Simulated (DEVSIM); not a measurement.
System: abrupt GaAs n-p junction, at 300 K.

```tsv
layer (left to right)	material	thickness (μm)	Nd (cm⁻³)	Na (cm⁻³)	τn (s)	τp (s)
1	GaAs	1.30	5.4e14	-	7.5e-8	7.5e-8
2	GaAs	26.0	-	1.1e14	7.5e-8	7.5e-8
```

Left contact: ohmic. Right contact: ohmic. Voltage is applied to the left contact. Recombination: SRH at mid-gap, radiative. Mobility is μmin + (μ − μmin)/(1 + (N/Nref)^α).

This is a model device: material constants are rounded textbook-type values typed into the input, and sizes, dopings and lifetimes were drawn at random. Values at 300 K.

```tsv
parameter	GaAs
gap (eV)	1.424
affinity (eV)	4.07
permittivity	12.9
Nc (cm⁻³)	4.7e17
Nv (cm⁻³)	9e18
μn (cm²/Vs)	8500
μp (cm²/Vs)	400
μn,min	500
μp,min	20
Nref,n	6e16
Nref,p	1.5e17
αn	0.39
αp	0.38
B (cm³/s)	2e-10
```

Model (solved in DEVSIM): 1D drift-diffusion, Boltzmann statistics, complete ionisation; no tunnelling, impact ionisation, image-force lowering or self-heating.

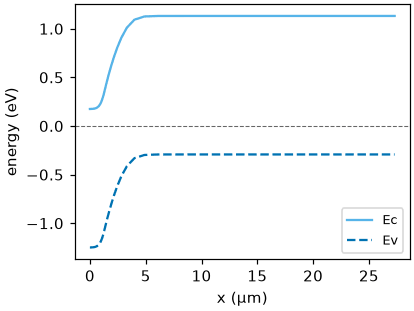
Fig. 1. Band edges at zero bias

Energies count from the Fermi level of the right contact; mesh points crowd at the junctions.

```tsv
x (μm)	Ec (eV)	Ev (eV)	n (cm⁻³)	p (cm⁻³)	field (V/cm)
0.000	0.175	-1.249	5.4e14	< 1e2	50
0.03199	0.175	-1.249	5.4e14	< 1e2	51
0.1050	0.176	-1.248	5.3e14	< 1e2	59
0.2601	0.177	-1.247	5.0e14	< 1e2	110
0.7917	0.203	-1.220	1.8e14	< 1e2	1300
1.091	0.270	-1.154	1.4e13	< 1e2	3300
1.222	0.319	-1.105	2.0e12	< 1e2	4200
1.290	0.349	-1.075	6.4e11	< 1e2	4700
1.315	0.361	-1.062	4.0e11	< 1e2	4800
1.368	0.387	-1.037	1.5e11	< 1e2	4700
1.493	0.444	-0.980	1.6e10	310	4500
1.928	0.626	-0.798	1.4e7	360000	3800
2.811	0.906	-0.518	290	1.8e10	2500
4.886	1.126	-0.298	< 1e2	9.0e13	130
12.57	1.132	-0.292	< 1e2	1.1e14	≈ 0
20.54	1.132	-0.292	< 1e2	1.1e14	≈ 0
24.44	1.132	-0.292	< 1e2	1.1e14	≈ 0
26.10	1.132	-0.292	< 1e2	1.1e14	≈ 0
26.93	1.132	-0.292	< 1e2	1.1e14	≈ 0
27.16	1.132	-0.292	< 1e2	1.1e14	≈ 0
27.25	1.132	-0.292	< 1e2	1.1e14	≈ 0
27.30	1.132	-0.292	< 1e2	1.1e14	≈ 0
```
